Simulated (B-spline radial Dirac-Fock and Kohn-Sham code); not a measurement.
**Elastic scattering of electrons by Sn**

Wanted: how strongly Sn scatters electrons elastically, and to which angles, at 8 energies.

Program: B-spline radial Dirac-Fock and Kohn-Sham code, version 3. Model: Dirac partial waves in the static field of the Dirac-Fock density with Furness-McCarthy exchange, no polarisation or absorption. All values are calculated, but those marked as tabulated.

**1. The atom as given**

Atomic tin in the configuration [Kr] 4d10 5s2 5p2.

| Item | Value |
| --- | --- |
| nuclear charge | 50 |
| electrons | 50 |
| mass number | 120 |
| nuclear rms radius | 4.6519 fm |

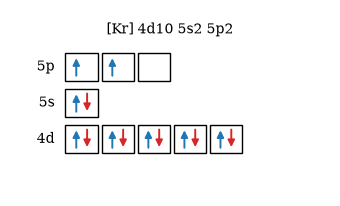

The shells outside the core; arrows follow Hund's rule for the drawing alone (heavy ions are jj-coupled), while the calculation averages over the configuration.

**2. 95.00 eV**

Settings, as recorded:

```ini
task = elastic
Z = 50
charge = 0
configuration = 1s2 2s2 2p6 3s2 3p6 3d10 4s2 4p6 4d10 5s2 5p2
mass_number = 120
rms_radius = 4.6519  # fm
projectile = electron
energy = 95.0  # eV
theta = [5, 10, 15, 20, 25, 30, 35, 40, 45, 50, 55, 60, 65, 70, 75, 80, 85, 90, 95, 100, 105, 110, 115, 120, 125, 130, 135, 140, 145, 150, 155, 160, 165, 170, 175]  # deg
```

Main fields of the result record, rounded:

```text
{
  "status": "converged",
  "sigma [bohr^2]": 20.33,
  "transport1 [bohr^2]": 11.02,
  "transport2 [bohr^2]": 11.89,
  "backward [bohr^2]": 4.39,
  "dcs [bohr^2/sr]": [28.59, 17.83, 9.654, 6.437, 5.977, 5.817, 4.938, 3.456, 1.896, 0.7246, 0.1562, 0.1515, 0.5057, 0.9616, 1.306, 1.426, 1.32, 1.069, 0.7873, 0.574, 0.4749, 0.4744, 0.5117, 0.5142, 0.4341, 0.276, 0.1031, 0.02112, 0.1442, 0.5539, 1.265, 2.208, 3.24, 4.174, 4.825],
  "sherman": [-0.002375, -0.005541, -0.008379, -0.004374, 0.005979, 0.01549, 0.0248, 0.03717, 0.05819, 0.1031, 0.1926, -0.09877, -0.1055, -0.08348, -0.0717, -0.06572, -0.0626, -0.05957, -0.05149, -0.02944, 0.008887, 0.04338, 0.06026, 0.06715, 0.07365, 0.08764, 0.1232, -0.02933, -0.09535, -0.04471, -0.02534, -0.01564, -0.009819, -0.005827, -0.002726],
  "phases_minus [rad]": [-1.535, -0.6383, -0.2546, -0.6723, 0.7247],
  "phases_plus [rad]": [0.0, -0.5362, -0.229, -0.6665, 0.7249],
  "partial_waves": 40
}
```

**3. 268.0 eV**

Settings, as recorded:

```ini
task = elastic
projectile = electron
energy = 268.0  # eV
theta = [5, 10, 15, 20, 25, 30, 35, 40, 45, 50, 55, 60, 65, 70, 75, 80, 85, 90, 95, 100, 105, 110, 115, 120, 125, 130, 135, 140, 145, 150, 155, 160, 165, 170, 175]  # deg
```

Main fields of the result record, rounded:

```text
{
  "status": "converged",
  "sigma [bohr^2]": 17.38,
  "transport1 [bohr^2]": 5.982,
  "transport2 [bohr^2]": 6.664,
  "backward [bohr^2]": 2.511,
  "dcs [bohr^2/sr]": [71.14, 32.87, 13.6, 6.874, 4.23, 2.675, 1.553, 0.7812, 0.3501, 0.2213, 0.3113, 0.5064, 0.6902, 0.7748, 0.7224, 0.5509, 0.3228, 0.1203, 0.01564, 0.04653, 0.2041, 0.4363, 0.6658, 0.8155, 0.8347, 0.7158, 0.498, 0.2556, 0.07533, 0.02912, 0.1511, 0.4255, 0.7901, 1.153, 1.418],
  "sherman": [0.0001127, 0.0007149, 0.00284, 0.006437, 0.009123, 0.009332, 0.005459, -0.007734, -0.04333, -0.07824, -0.04097, -0.006574, 0.01184, 0.02413, 0.03551, 0.04973, 0.07284, 0.1232, 0.1961, -0.2055, -0.1023, -0.06681, -0.05023, -0.04123, -0.03636, -0.03456, -0.03639, -0.04576, -0.08416, -0.08535, -0.001049, 0.002145, 0.001436, 0.0007769, 0.0003326],
  "phases_minus [rad]": [0.3042, 1.383, -0.9416, -0.249, 1.362],
  "phases_plus [rad]": [0.0, 1.487, -0.9159, -0.2432, 1.363],
  "partial_waves": 61
}
```

**4. 387.0 eV**

Recorded inputs:

```ini
task = elastic
projectile = electron
energy = 387.0  # eV
theta = [5, 10, 15, 20, 25, 30, 35, 40, 45, 50, 55, 60, 65, 70, 75, 80, 85, 90, 95, 100, 105, 110, 115, 120, 125, 130, 135, 140, 145, 150, 155, 160, 165, 170, 175]  # deg
```

Main fields of the result record, rounded:

```text
{
  "status": "converged",
  "sigma [bohr^2]": 15.04,
  "transport1 [bohr^2]": 4.824,
  "transport2 [bohr^2]": 4.547,
  "backward [bohr^2]": 2.268,
  "dcs [bohr^2/sr]": [78.0, 30.58, 11.57, 5.409, 2.9, 1.607, 0.9005, 0.5406, 0.3977, 0.3833, 0.4249, 0.4624, 0.4549, 0.3876, 0.2731, 0.1451, 0.04542, 0.008916, 0.05125, 0.1629, 0.3113, 0.4507, 0.5365, 0.5396, 0.4571, 0.3149, 0.1629, 0.06172, 0.06651, 0.2104, 0.4938, 0.8813, 1.308, 1.694, 1.962],
  "sherman": [0.0002762, 0.000972, 0.002204, 0.002691, 0.0006652, -0.005376, -0.0164, -0.02872, -0.0284, -0.009233, 0.0133, 0.03038, 0.04348, 0.05599, 0.0716, 0.09625, 0.1373, -0.2272, -0.1805, -0.08758, -0.05296, -0.0355, -0.02515, -0.01852, -0.01452, -0.01388, -0.02303, -0.07815, -0.1076, -0.04735, -0.02493, -0.01516, -0.009596, -0.005768, -0.002726],
  "phases_minus [rad]": [-0.1848, 0.9589, -1.213, -0.2221, 1.57],
  "phases_plus [rad]": [0.0, 1.062, -1.188, -0.2159, -1.571],
  "partial_waves": 71
}
```

**5. 1650 eV**

Recorded inputs:

```ini
task = elastic
projectile = electron
energy = 1650.0  # eV
theta = [5, 10, 15, 20, 25, 30, 35, 40, 45, 50, 55, 60, 65, 70, 75, 80, 85, 90, 95, 100, 105, 110, 115, 120, 125, 130, 135, 140, 145, 150, 155, 160, 165, 170, 175]  # deg
```

Main fields of the result record, rounded:

```text
{
  "status": "converged",
  "sigma [bohr^2]": 7.408,
  "transport1 [bohr^2]": 1.103,
  "transport2 [bohr^2]": 1.215,
  "backward [bohr^2]": 0.4148,
  "dcs [bohr^2/sr]": [60.77, 12.71, 4.006, 1.693, 0.9416, 0.6082, 0.4133, 0.2891, 0.2097, 0.1589, 0.1257, 0.1034, 0.08803, 0.07694, 0.0684, 0.06114, 0.05432, 0.04747, 0.04052, 0.0338, 0.02795, 0.02389, 0.02266, 0.02529, 0.03265, 0.04531, 0.06338, 0.08643, 0.1135, 0.1431, 0.1734, 0.2023, 0.2275, 0.2471, 0.2596],
  "sherman": [-9.147e-05, -0.000158, 0.0004805, 0.002519, 0.004972, 0.005766, 0.003517, -0.002503, -0.01168, -0.02144, -0.02805, -0.02818, -0.02029, -0.005077, 0.01503, 0.03703, 0.05828, 0.07667, 0.09, 0.09471, 0.08429, 0.05014, -0.007406, -0.06422, -0.09349, -0.09587, -0.08524, -0.07119, -0.05766, -0.04578, -0.0356, -0.02687, -0.01924, -0.01241, -0.006082],
  "phases_minus [rad]": [0.9498, -0.7756, 0.8085, -0.4181, -1.22],
  "phases_plus [rad]": [0.0, -0.672, 0.8348, -0.4093, -1.217],
  "partial_waves": 136
}
```

**6. 3220 eV**

Recorded inputs:

```ini
task = elastic
projectile = electron
energy = 3220.0  # eV
theta = [5, 10, 15, 20, 25, 30, 35, 40, 45, 50, 55, 60, 65, 70, 75, 80, 85, 90, 95, 100, 105, 110, 115, 120, 125, 130, 135, 140, 145, 150, 155, 160, 165, 170, 175]  # deg
```

Main fields of the result record, rounded:

```text
{
  "status": "converged",
  "sigma [bohr^2]": 5.183,
  "transport1 [bohr^2]": 0.4563,
  "transport2 [bohr^2]": 0.6371,
  "backward [bohr^2]": 0.1579,
  "dcs [bohr^2/sr]": [43.29, 7.746, 2.304, 1.032, 0.5742, 0.345, 0.2203, 0.1504, 0.109, 0.08264, 0.06479, 0.05212, 0.04279, 0.03575, 0.03033, 0.02613, 0.02292, 0.02056, 0.01895, 0.01807, 0.01787, 0.01832, 0.01937, 0.02097, 0.02305, 0.0255, 0.02822, 0.0311, 0.03402, 0.03685, 0.03948, 0.04179, 0.0437, 0.04512, 0.046],
  "sherman": [9.03e-05, 0.0005332, 0.001096, 0.0004861, -0.001876, -0.005467, -0.008928, -0.01018, -0.007509, -0.0003321, 0.01078, 0.02438, 0.03836, 0.05031, 0.05772, 0.05837, 0.05065, 0.03404, 0.00979, -0.01888, -0.04731, -0.07091, -0.08679, -0.09437, -0.09486, -0.09024, -0.08245, -0.07299, -0.06291, -0.05281, -0.04303, -0.03369, -0.02481, -0.01631, -0.008084],
  "phases_minus [rad]": [0.0233, -1.556, 0.3105, -0.6152, -1.239],
  "phases_plus [rad]": [0.0, -1.452, 0.3381, -0.6044, -1.234],
  "partial_waves": 184
}
```

**7. 12800 eV**

The run's settings:

```ini
task = elastic
projectile = electron
energy = 12800.0  # eV
theta = [5, 10, 15, 20, 25, 30, 35, 40, 45, 50, 55, 60, 65, 70, 75, 80, 85, 90, 95, 100, 105, 110, 115, 120, 125, 130, 135, 140, 145, 150, 155, 160, 165, 170, 175]  # deg
```

Main fields of the result record, rounded:

```text
{
  "status": "converged",
  "sigma [bohr^2]": 2.252,
  "transport1 [bohr^2]": 0.05984,
  "transport2 [bohr^2]": 0.1176,
  "backward [bohr^2]": 0.01306,
  "dcs [bohr^2/sr]": [16.17, 2.117, 0.6142, 0.244, 0.1197, 0.06858, 0.04326, 0.02901, 0.02038, 0.01489, 0.01127, 0.008796, 0.007054, 0.005795, 0.004863, 0.004159, 0.003619, 0.003198, 0.002866, 0.002601, 0.002388, 0.002214, 0.002073, 0.001956, 0.00186, 0.00178, 0.001714, 0.00166, 0.001614, 0.001578, 0.001548, 0.001525, 0.001507, 0.001495, 0.001488],
  "sherman": [-8.824e-06, -0.0001461, 8.249e-05, 0.001478, 0.004466, 0.008666, 0.01315, 0.01678, 0.01845, 0.01721, 0.01253, 0.004313, -0.007086, -0.02102, -0.03663, -0.05298, -0.06912, -0.08419, -0.09748, -0.1084, -0.1167, -0.1222, -0.1248, -0.1247, -0.122, -0.117, -0.1101, -0.1014, -0.09136, -0.08015, -0.06802, -0.05519, -0.04182, -0.02808, -0.0141],
  "phases_minus [rad]": [1.387, 0.1664, -0.6009, -1.11, -1.466],
  "phases_plus [rad]": [0.0, 0.2754, -0.5666, -1.092, -1.456],
  "partial_waves": 347
}
```

**8. 20400 eV**

Recorded inputs:

```ini
task = elastic
projectile = electron
energy = 20400.0  # eV
theta = [5, 10, 15, 20, 25, 30, 35, 40, 45, 50, 55, 60, 65, 70, 75, 80, 85, 90, 95, 100, 105, 110, 115, 120, 125, 130, 135, 140, 145, 150, 155, 160, 165, 170, 175]  # deg
```

Main fields of the result record, rounded:

```text
{
  "status": "converged",
  "sigma [bohr^2]": 1.649,
  "transport1 [bohr^2]": 0.02885,
  "transport2 [bohr^2]": 0.06086,
  "backward [bohr^2]": 0.005172,
  "dcs [bohr^2/sr]": [10.51, 1.256, 0.3444, 0.1345, 0.0663, 0.03734, 0.02285, 0.01489, 0.01023, 0.007352, 0.005491, 0.004234, 0.003354, 0.002719, 0.002249, 0.001893, 0.001618, 0.001403, 0.001233, 0.001096, 0.0009858, 0.0008957, 0.0008217, 0.0007606, 0.00071, 0.000668, 0.0006332, 0.0006043, 0.0005804, 0.000561, 0.0005453, 0.000533, 0.0005238, 0.0005174, 0.0005135],
  "sherman": [2.762e-05, 0.0003169, 0.001473, 0.003791, 0.006818, 0.009699, 0.01153, 0.01146, 0.008833, 0.003348, -0.004969, -0.01582, -0.02873, -0.04309, -0.05824, -0.0735, -0.08824, -0.1018, -0.1138, -0.1238, -0.1314, -0.1365, -0.1391, -0.139, -0.1364, -0.1315, -0.1244, -0.1154, -0.1046, -0.0923, -0.07877, -0.06422, -0.04885, -0.03289, -0.01654],
  "phases_minus [rad]": [0.8589, -0.2278, -0.8623, -1.278, 1.569],
  "phases_plus [rad]": [0.0, -0.1142, -0.8238, -1.258, -1.56],
  "partial_waves": 432
}
```

**9. 151000 eV**

The run's settings:

```ini
task = elastic
projectile = electron
energy = 151000.0  # eV
theta = [5, 10, 15, 20, 25, 30, 35, 40, 45, 50, 55, 60, 65, 70, 75, 80, 85, 90, 95, 100, 105, 110, 115, 120, 125, 130, 135, 140, 145, 150, 155, 160, 165, 170, 175]  # deg
```

Main fields of the result record, rounded:

```text
{
  "status": "converged",
  "sigma [bohr^2]": 0.4228,
  "transport1 [bohr^2]": 0.00113,
  "transport2 [bohr^2]": 0.002836,
  "backward [bohr^2]": 9.148e-05,
  "dcs [bohr^2/sr]": [0.9147, 0.08314, 0.01913, 0.006703, 0.002974, 0.001533, 0.0008777, 0.0005426, 0.0003559, 0.0002447, 0.0001746, 0.0001286, 9.72e-05, 7.512e-05, 5.918e-05, 4.741e-05, 3.856e-05, 3.179e-05, 2.653e-05, 2.24e-05, 1.912e-05, 1.649e-05, 1.436e-05, 1.262e-05, 1.12e-05, 1.004e-05, 9.082e-06, 8.296e-06, 7.653e-06, 7.131e-06, 6.713e-06, 6.387e-06, 6.143e-06, 5.973e-06, 5.873e-06],
  "sherman": [0.0003193, 0.001052, 0.001583, 0.001357, -0.0001904, -0.00336, -0.008265, -0.01492, -0.02326, -0.03318, -0.04454, -0.05717, -0.07085, -0.08535, -0.1004, -0.1158, -0.1312, -0.1464, -0.1608, -0.1743, -0.1863, -0.1966, -0.2047, -0.2102, -0.2126, -0.2116, -0.2069, -0.1983, -0.1855, -0.1687, -0.1478, -0.1233, -0.09551, -0.06518, -0.03306],
  "phases_minus [rad]": [-0.7457, -1.336, 1.514, 1.324, 1.186],
  "phases_plus [rad]": [0.0, -1.171, -1.555, 1.37, 1.218],
  "partial_waves": 1165
}
```

**10. What follows from the records**

| energy (eV) | σ (bohr²) | first transport (bohr²) | σ / transport | backward share (%) | partial waves |
| --- | --- | --- | --- | --- | --- |
| 95.00 | 20.3 | 11.0 | 1.85 | 21.6 | 40 |
| 268.0 | 17.4 | 5.98 | 2.91 | 14.4 | 61 |
| 387.0 | 15.0 | 4.82 | 3.12 | 15.1 | 71 |
| 1650 | 7.41 | 1.10 | 6.72 | 5.60 | 136 |
| 3220 | 5.18 | 0.456 | 11.4 | 3.05 | 184 |
| 12800 | 2.25 | 0.0598 | 37.6 | 0.580 | 347 |
| 20400 | 1.65 | 0.0289 | 57.2 | 0.314 | 432 |
| 151000 | 0.423 | 0.00113 | 374 | 0.0216 | 1165 |

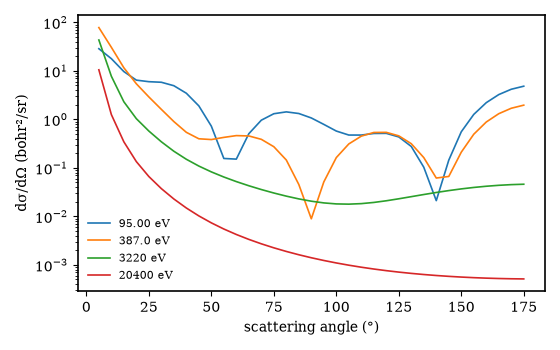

Angular distributions of electrons.

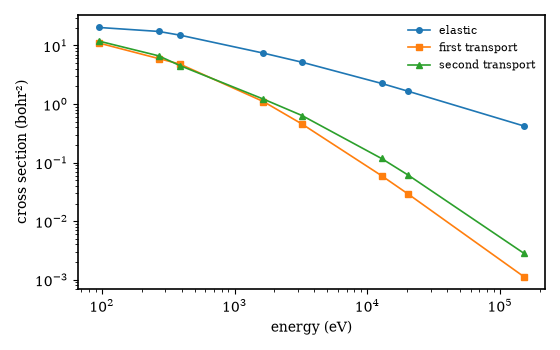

Integrated cross sections against energy.

**11. What came out**

```
                quantity                    value
σ at 95.00 and 151000 eV     20.3 and 0.423 bohr²
    backward share there        21.6 and 0.0216 %
largest Sherman function  -0.227 at 90°, 387.0 eV
```

What this shows: It takes about 1.8 elastic collisions to lose the direction at 95.00 eV and 370 at 151000 eV (σ over the first transport cross section). Deep diffraction minima show in the angular distribution up to 387.0 eV. Under about 200 eV a static field without polarisation is a poor model.
